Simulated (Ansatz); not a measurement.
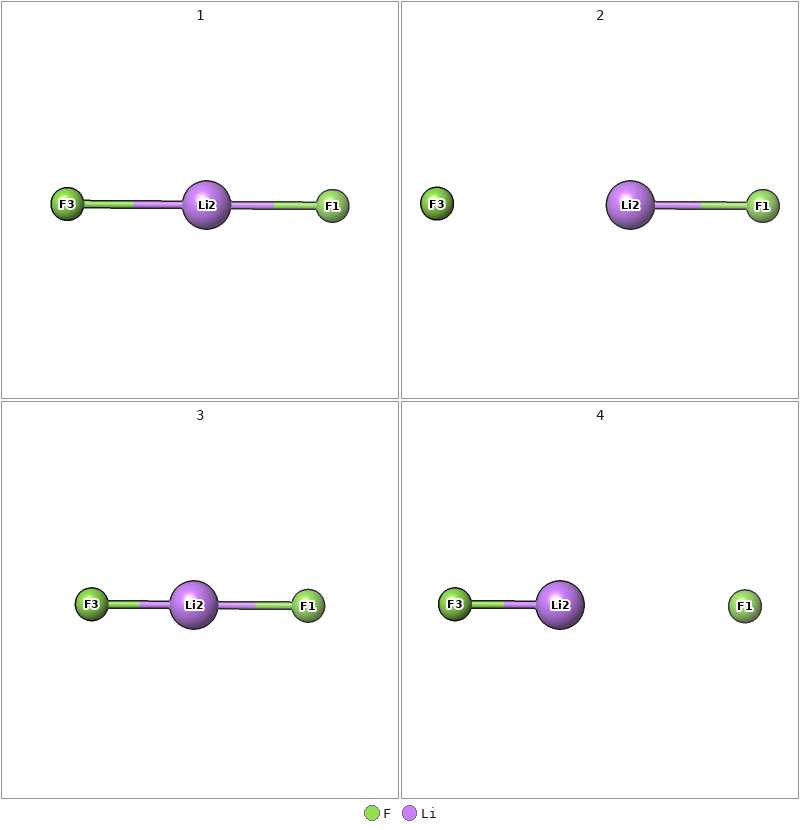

The system F⁻ + LiF. The first coordinate is: distance F1–Li2; the second: distance Li2–F3. Nothing is relaxed (the angle F1–Li2–F3 is fixed at 180 degrees). The scan uses a 17 × 17 grid; 153 points were computed and 136 follow by symmetry. Points are written as (first, second). All energies are given in kcal/mol relative to the lowest grid point. Method: RHF/def2-TZVPD in Ansatz 0.2.0.

The numbered pictures are structures from this grid.

> Rank them by energy, lowest first.

3, at (1.686 Å, 1.504 Å): 4.5 kcal/mol; 1, at (1.857 Å, 2.050 Å): 12 kcal/mol; 4, at (2.725 Å, 1.548 Å): 30 kcal/mol; 2, at (1.951 Å, 2.849 Å): 42 kcal/mol.

The map, with the structures marked:

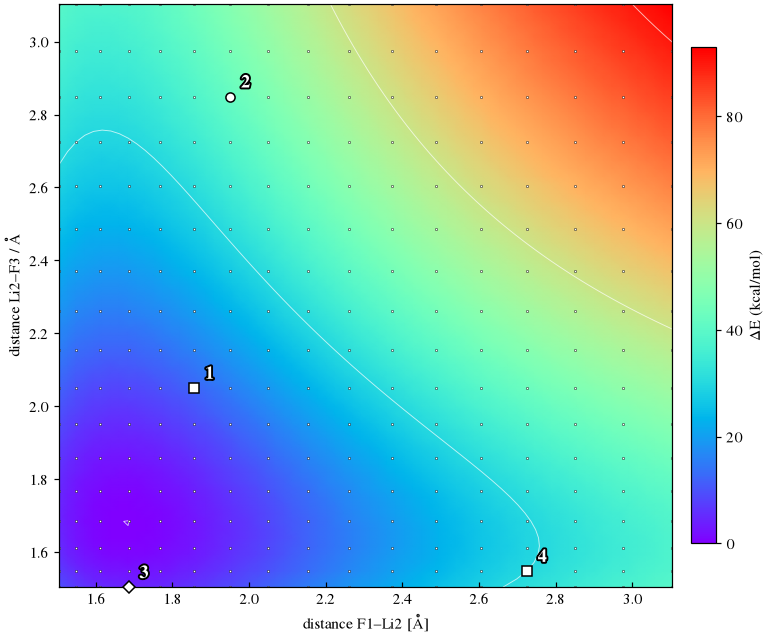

Drawn: a smooth colour map with a few white contour lines, dots at the grid points. Between grid points the surface is interpolated.
